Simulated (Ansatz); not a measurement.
The calculation's input:

```
crystal:
  lattice:
    - [4.66288332, 0.0, 0.0]
    - [0.0, 4.66288332, 0.0]
    - [0.0, 0.0, 8.2552718]
  atoms:
    - { symbol: Ga, position: [0.5, 0.5, 0.0] }
    - { symbol: Ge, position: [0.0, 0.0, 0.5] }
    - { symbol: Cl, position: [0.0, 0.5, 0.29635465] }
    - { symbol: Cl, position: [0.0, 0.5, 0.70364535] }
    - { symbol: Cl, position: [0.5, 0.0, 0.29635465] }
    - { symbol: Cl, position: [0.5, 0.0, 0.70364535] }
    - { symbol: Cl, position: [0.0, 0.0, 0.0] }
kpoints:
  mp_grid: { grid: [4, 4, 4] }
hamiltonian:
  xc: pbesol
scf:
  occupations: { method: fermi_dirac, width: 0.03 }
relax:
  f_tol: 0.01
  cell: {}
  max_steps: 120
output:
  write_density: true
  write_potential: true
  elf: true
  volumetric_format: npy
```

Launched as:

```sh
ansatz run input.yaml --threads 4 --pin off --max-ram 4608MiB --backend cpu --events-out ev --progress --plain --runs-dir out
```

Below, planes, directions and counts refer to the conventional cell (a = 4.17 Å, b = 4.17 Å, c = 9.15 Å, α = 90.00°, β = 90.00°, γ = 90.00°).

The fields are those of the run's last geometry, not of the input's.

Space group P4/mmm; a structure from a database of computed crystals, not necessarily the ambient phase; started from the MgPPd5-123 prototype, which need not be the ambient phase.

Theory: Ansatz, DFT, PBEsol, plane waves, PAW.

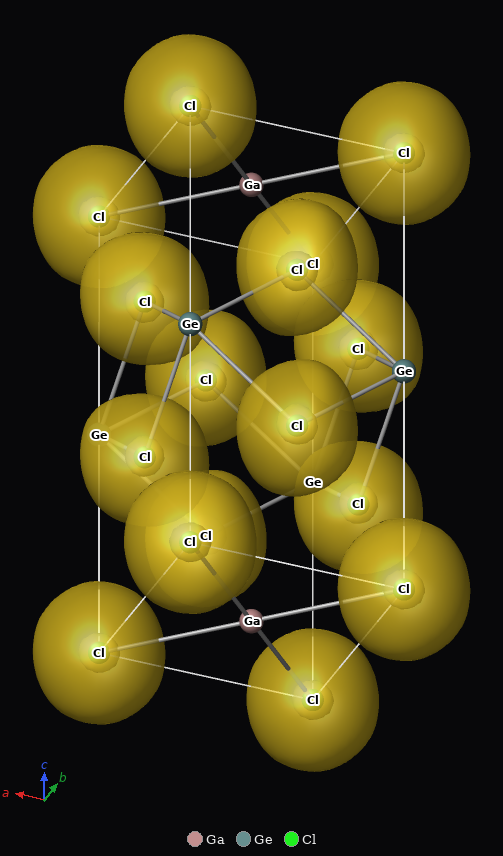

GaGeCl$_{5}$. Isosurface of the ELF at 0.65 (yellow), seen at an oblique angle. Core shells and regions of very low density are left out. Sticks mark near contacts.

Core electrons are frozen (PAW), and the valence fields are smoothed inside the atomic spheres.

Where are the electrons localised?

Answer. The surface consists of five regions wrapped around Cl (the valence shell of each), counted in one cell of 7 atoms. Any copies at cell faces, edges or corners count once. Profiles from the grid: Ge–Cl (2.65 Å): the ELF peaks at about 0.85 in the valence shell of Cl, 0.8 Å from its nucleus, and drops to about 0.30 between the two atoms. Ga–Cl (2.95 Å): the ELF peaks at about 0.85 in the valence shell of Cl, 0.8 Å from its nucleus, and drops to about 0.20 between the two atoms: no localised pair shows between them.
